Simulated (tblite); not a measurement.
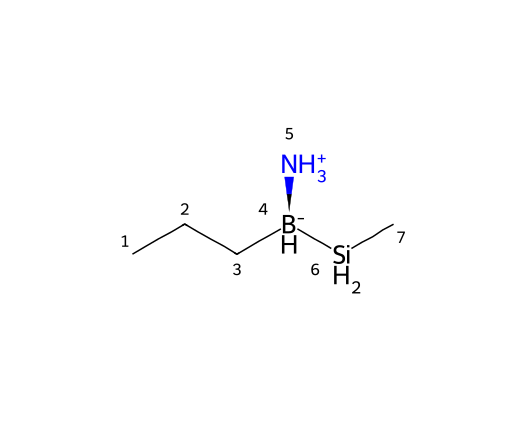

A structural formula, with wedges where it has stereocentres; small numbers name the atoms. The configuration is that of a computed structure (GFN2-xTB).

### Give the R/S and E/Z labels.

B4: S.
